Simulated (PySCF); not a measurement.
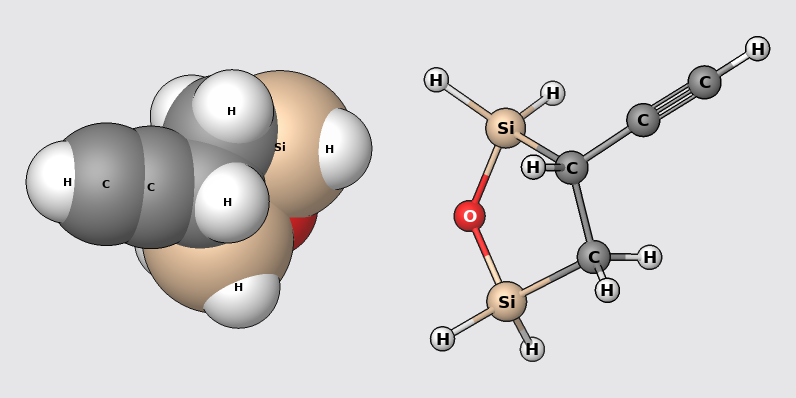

Both panels show the same species.

The computed structure is the end point of a GFN2-xTB optimisation. No frequency run is at hand to confirm it as a minimum.

Give the formula.

Answer. C₄H₈OSi₂, 15 atoms: 4 carbon, 8 hydrogen, 1 oxygen and 2 silicon.

How many bonds of each kind are drawn?

Answer. 4 C–H, 4 Si–H, 3 C–C, 2 C–Si, 2 O–Si.

More results for the same structure follow; atom numbers are the same in all pictures, views and colours differ.

**Shape**

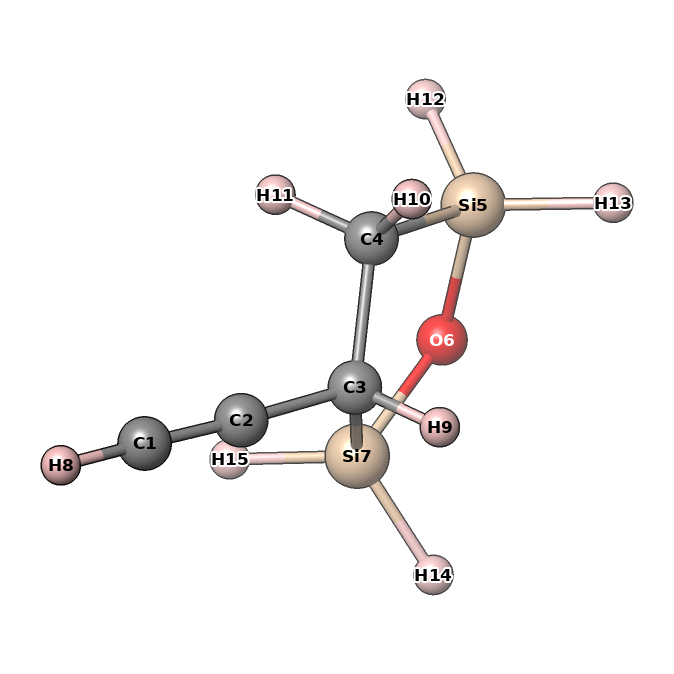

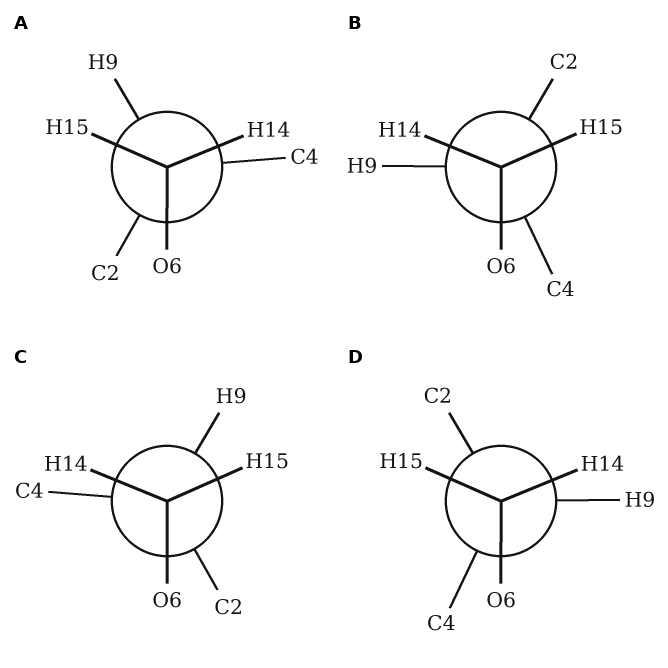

Distant atoms are faded towards the background colour. Bonds that would overlap in a projection are set slightly apart. No frequency run is at hand to confirm it as a minimum.

Which Newman projection shows the view along Si7–C3, with Si7 in front?

Answer. D. The torsion angle O6–Si7–C3–C4 is 26°, synperiplanar.

**Electronic properties**

No frequency run is at hand to confirm it as a minimum. Method: PBE0/def2-SVPD, gas phase (PySCF 2.14.0). Excitations: vertical, linear response.

What is the dipole moment?

Answer. 0.94 D.

What is the HOMO energy (Kohn–Sham orbital)?

Answer. −7.38 eV.

Give the lowest vertical singlet excitation at this level.

Answer. 6.20 eV.

What is the mean static polarisability?

Answer. 94.6 bohr³.

**Charges**

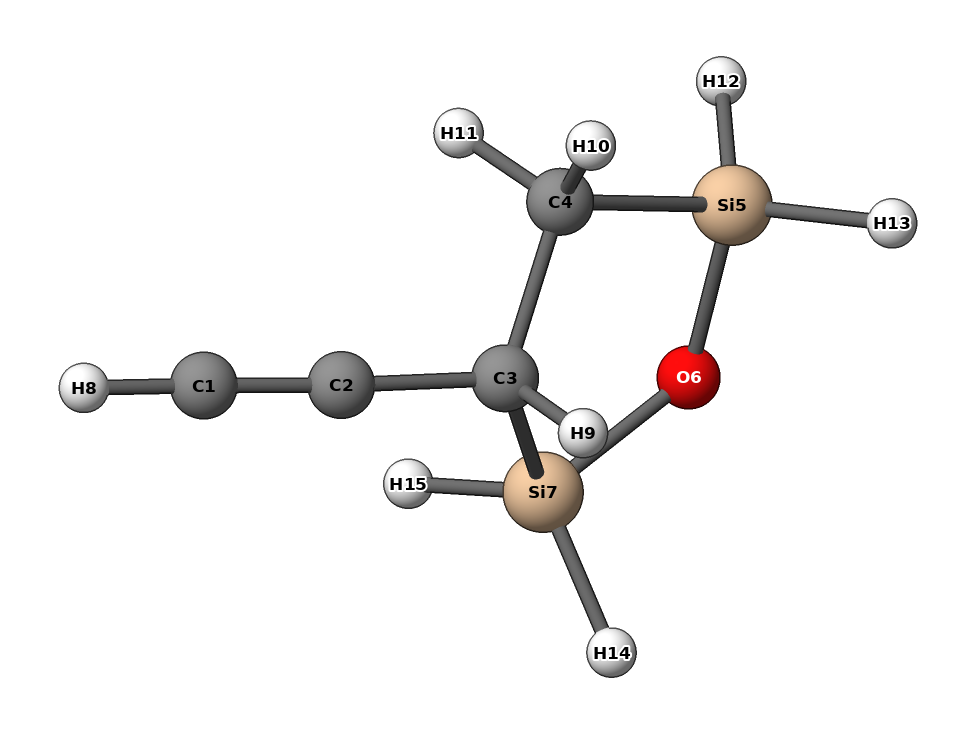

The questions are on Hirshfeld charges. No frequency run is at hand to confirm it as a minimum. Level of theory: PBE0/pcSseg-1, gas phase (PySCF 2.14.0).

Which atom carries the highest charge (most positive or least negative)?

Answer. Si7 (0.42 e).

And the lowest?

Answer. O6 (−0.32 e).

Give the Hirshfeld charges atom by atom.

```
atom  value (e)
  C1      −0.14
  C2      −0.05
  C3      −0.10
  C4      −0.16
 Si5       0.41
  O6      −0.32
 Si7       0.42
  H8       0.09
  H9       0.05
 H10       0.04
 H11       0.04
 H12      −0.08
 H13      −0.08
 H14      −0.07
 H15      −0.07
```

**NMR shielding**

The questions are on isotropic NMR shieldings of the C atoms. No frequency run is at hand to confirm it as a minimum. Method: GIAO PBE0/pcSseg-1 NMR shielding, non-relativistic, gas phase (PySCF 2.14.0).

Which C atom is the most shielded (lowest chemical shift)?

Answer. C3 (172.0 ppm).

Which C atom is the least shielded (highest chemical shift)?

Answer. C2 (96.9 ppm).

How wide is the range of C shifts?

Answer. 75.1 ppm.

List the isotropic NMR shieldings of the C atoms.

| atom | σ (ppm) |
| --- | --- |
| C1 | 112.7 |
| C2 | 96.9 |
| C3 | 172.0 |
| C4 | 166.2 |

The geometry is semi-empirical. Around Si such bond lengths and angles can be off by a tenth of an ångström or more and by several degrees, and values that hang on the shape move with them.
